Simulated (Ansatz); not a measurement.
An ideal cubic perovskite cell is held by its symmetry; such compounds can tilt or shift off centre at room temperature. The starting structures come from a database of crystals and need not be the phases stable at ambient conditions.

 Where the default PAW files enter, the runs use the earlier of Ansatz's two default sets.

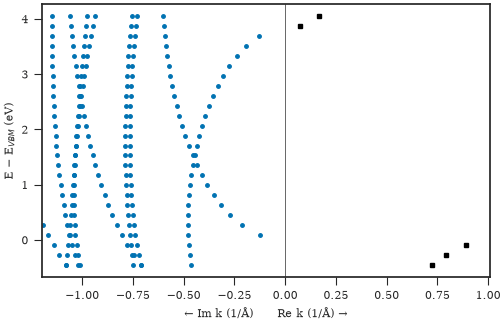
Fig. 1. Complex bands at the centre of the two-dimensional zone; r2SCAN (Ansatz, a quantum-chemistry and plane-wave program)

The gap is the functional's own, uncorrected, and κ follows it; spin-orbit coupling is left out. Mid-gap values are interpolated between the computed energies.

Question: This is KCdF₃ (Pm-3m, cubic perovskite, not sure to be the ambient phase, 5 atoms a cell, 16.8 Å³ an atom) along the normal of (110). Read off the slowest decay at the centre of the two-dimensional zone at 1.89 eV, the computed energy nearest the middle of the gap.

Answer: κ ≈ 0.42 1/Å, a decay length 1/(2κ) of the density of 1.2 Å.
